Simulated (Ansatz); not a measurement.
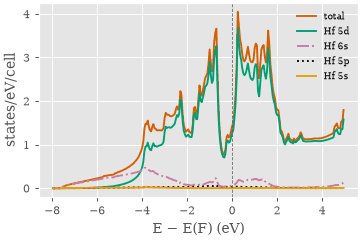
*Total and projected density of states of Hf (hcp (Mg type), space group No. 194), LDA in the plane-wave PAW code Ansatz*

### Question
Which orbitals carry the states next to the Fermi level?

### Answer
Within 0.5 eV of the Fermi level: Hf 5d 90 %. Projections are on Löwdin-orthogonalised atomic valence shells; empty p or d shells of many metals are not among them.

### Question
Where is the tallest occupied peak in this window, and what makes it?

### Answer
Near -0.7 eV, about 3.7 states/eV per cell; the largest projected share is Hf 5d.

Space group P6_3/mmc (hcp (Mg type)). The LDA relaxation kept the symmetry of its start. No spin polarisation was allowed. Scalar-relativistic: spin–orbit coupling is off unless named, which matters more the heavier the elements.

Potentials: the earlier of the program's two PAW sets. The files were generated under PBE; for other functionals the program regenerates the frozen cores, and for LDA and PBEsol the local potential too.
